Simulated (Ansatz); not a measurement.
# How methods differ on C2H2 (acetylene)

C2H2: 4 atoms, total charge 0, spin state singlet. As SMILES, `C#C`. The shape was relaxed beforehand at r2SCAN/def2-SVP.

Quantity: the adiabatic ionisation energy (to the doublet cation, shapes relaxed at r2SCAN/def2-SVP, no zero-point term), in eV. The values are calculated.

| level | kind | program | value (eV) | less CCSD(T)/def2-TZVPP | CPU time (all runs) |
| --- | --- | --- | --- | --- | --- |
| HF/def2-TZVPP | Hartree–Fock | Ansatz | 9.80 | -1.49 | 2.2 s |
| SVWN5/def2-TZVPP | LDA | Ansatz | 11.60 | +0.31 | 3.8 s |
| PBE/def2-TZVPP | GGA | Ansatz | 11.25 | -0.04 | 8.8 s |
| r2SCAN/def2-TZVPP | meta-GGA | Ansatz | 11.13 | -0.16 | 8.6 s |
| B3LYP/def2-TZVPP | global hybrid | Ansatz | 11.26 | -0.03 | 9.9 s |
| CAM-B3LYP/def2-TZVPP | range-separated hybrid | Ansatz | 11.26 | -0.03 | 11 s |
| B2PLYP/def2-TZVPP | double hybrid | Ansatz | 11.27 | -0.02 | 26 s |
| MP2/def2-TZVPP | perturbation theory | Ansatz | 11.47 | +0.18 | 2 s |
| CCSD(T)/def2-TZVPP | coupled cluster or CI | Ansatz | 11.29 | 0.00 | 5.5 s |

CCSD(T)/def2-TZVPP is the highest level here, not the true value. The values span 9.80 to 11.60 eV. CPU times are rough (shared hosts, several kinds of processor): they show what a rung costs within a factor of a few.

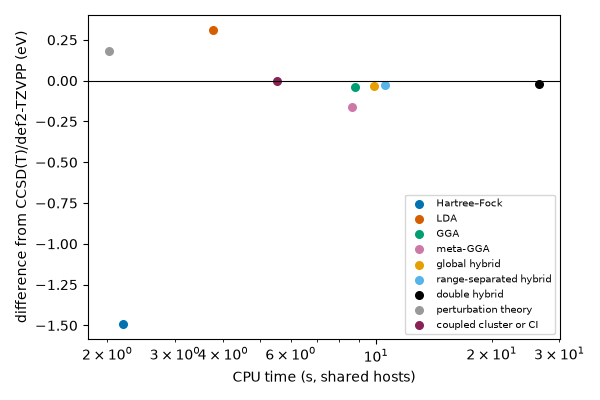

Difference from CCSD(T)/def2-TZVPP against processor time, one point a level.
